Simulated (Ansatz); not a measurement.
Dissociation curve of AsH, triplet.

Methods: ROCCSDT(Q) = CCSDT(Q)/B on ROHF/aug-cc-pVDZ, cores with 3d frozen (Ansatz, an electronic-structure program); UCCSDT(Q) = CCSDT(Q) on UHF/aug-cc-pVDZ, cores with 3d frozen (Ansatz); UKS-PBE = Ansatz with unrestricted PBE/aug-cc-pVDZ.

Energies are in kcal/mol, each relative to the lowest point of its own curve near equilibrium.

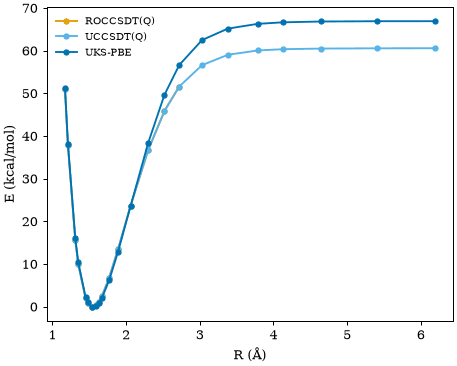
*Energy against bond length for each method.*

| R / Å | ROCCSDT(Q) | UCCSDT(Q) | UKS-PBE |
|---|---|---|---|
| 1.17 | 51.0 | 51.0 | 51.2 |
| 1.21 | 37.8 | 37.8 | 38.2 |
| 1.31 | 15.5 | 15.5 | 16.0 |
| 1.35 | 10.0 | 10.0 | 10.4 |
| 1.45 | 2.0 | 2.0 | 2.2 |
| 1.48 | 0.9 | 0.9 | 1.0 |
| 1.53 | 0.0 | 0.0 | 0.0 |
| 1.59 | 0.3 | 0.3 | 0.1 |
| 1.63 | 1.2 | 1.2 | 0.9 |
| 1.67 | 2.4 | 2.4 | 2.0 |
| 1.77 | 6.8 | 6.8 | 6.2 |
| 1.89 | 13.5 | 13.5 | 12.9 |
| 2.06 | 23.7 | 23.7 | 23.6 |
| 2.30 | 36.7 | 36.7 | 38.4 |
| 2.52 | 45.9 | 45.9 | 49.6 |
| 2.72 | 51.6 | 51.6 | 56.6 |
| 3.03 | — | 56.6 | 62.5 |
| 3.38 | — | 59.0 | 65.2 |
| 3.79 | — | 60.1 | 66.3 |
| 4.13 | — | 60.4 | 66.7 |
| 4.65 | — | 60.5 | 66.8 |
| 5.40 | — | 60.6 | 66.9 |
| 6.19 | — | 60.6 | 66.9 |

At the longest distance, 6.19 Å, UKS-PBE lies highest above its minimum (66.9 kcal/mol) and UCCSDT(Q) lowest (60.6 kcal/mol).

A dash means that the run gave no value there, or that the column was ended at a point which the program doubted or which failed a test of continuity chosen for this set; such a test can also cut sound points.

The T1 diagnostic of CCSD on the restricted reference of ROCCSDT(Q) exceeds 0.045 at 2.30 to 2.72 Å. The unrestricted determinant behind UCCSDT(Q) is spin-contaminated at 2.06 to 6.19 Å (<S²> up to 3.0, against 2.00 for a pure triplet). The unrestricted determinant behind UKS-PBE is spin-contaminated at 2.52 to 6.19 Å (<S²> up to 3.0, against 2.00 for a pure triplet).
